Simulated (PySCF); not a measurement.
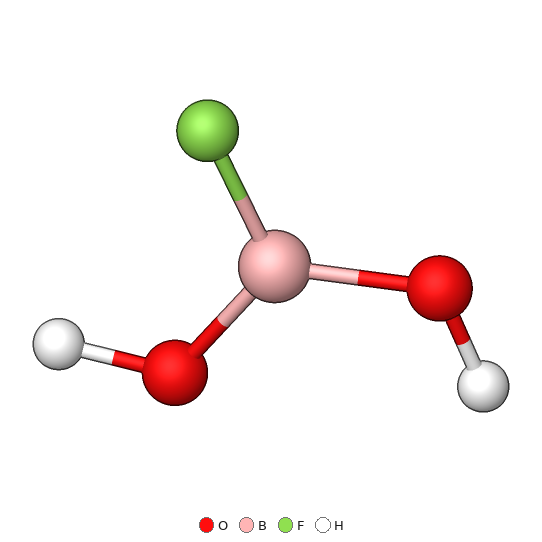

The geometry was computed by an optimisation with GFN2-xTB. No frequency run is at hand to confirm it as a minimum.

Question: Which formula does it have?

Answer: BFH2O2, 6 atoms: 1 boron, 1 fluorine, 2 hydrogen and 2 oxygen.

Question: Count the bonded pairs by element.

Answer: 2 B–O, 2 O–H, 1 B–F.

More results for the same structure follow; atom numbers are the same in all pictures, views and colours differ.

**Geometry**

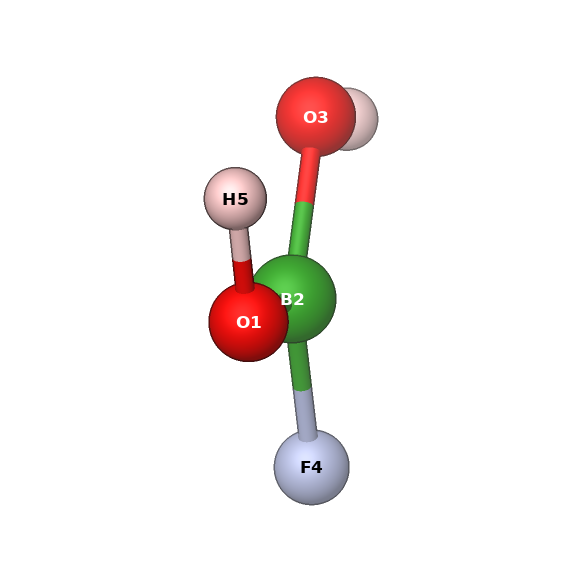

B2 lies behind O1. The molecule seen a little off the O1–B2 bond, O1 in front. Atoms fade into the background with distance from the viewer. No frequency run is at hand to confirm it as a minimum.

Question: What is the torsion angle H5–O1–B2–F4? The sign is positive where the front bond must turn clockwise to cover the back bond.

Answer: 180°, antiperiplanar (anti).

**Electronic properties**

No frequency run is at hand to confirm it as a minimum. Level of theory: PBE0/pcSseg-1, gas phase (PySCF 2.14.0).

Question: Estimate the dipole moment.

Answer: 2.07 D.

Question: What is the LUMO energy (Kohn–Sham orbital)?

Answer: 1.08 eV.

Question: Estimate the HOMO energy (Kohn–Sham orbital).

Answer: −9.74 eV.

**Spin–spin coupling**

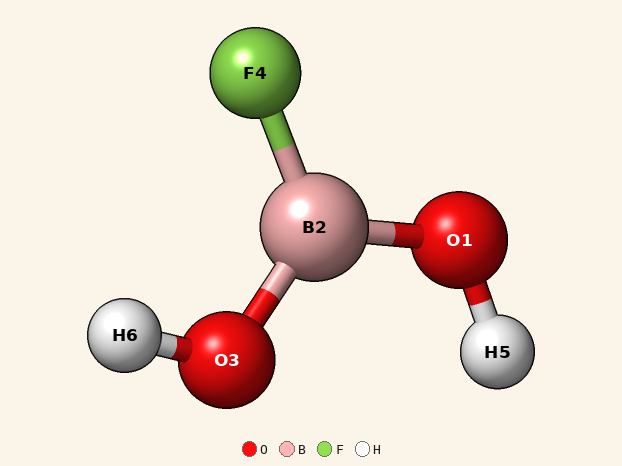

No frequency run is at hand to confirm it as a minimum. Method: B3LYP/pcJ-1 indirect spin-spin coupling, non-relativistic, gas phase (PySCF 2.14.0). Isotopes: 11B, 19F, 1H, 17O.

Give the spin–spin coupling constants of these pairs, with the number of bonds between them: O1/H5, B2/F4, O1/O3, B2/H6, O3/F4, F4/H6, F4/H5.

```csv
pair,bonds apart,J (Hz)
"O1, H5",1,−91.3
"B2, F4",1,−73.9
"O1, O3",2,−1.5
"B2, H6",2,−2.5
"O3, F4",2,31.9
"F4, H6",3,−3.7
"F4, H5",3,25.7
```

Density functionals are unreliable for couplings to fluorine, so those rows may be far off.

**NMR shielding**

The questions are on isotropic NMR shieldings of the O atoms. No frequency run is at hand to confirm it as a minimum. Properties computed with GIAO PBE0/pcSseg-1 NMR shielding, non-relativistic, gas phase (PySCF 2.14.0).

List the isotropic NMR shieldings of the O atoms.

```tsv
atom	σ (ppm)
O1	258.6
O3	254.2
```

The geometry is semi-empirical. Around B such bond lengths and angles can be off by a tenth of an ångström or more and by several degrees, and values that hang on the shape move with them.
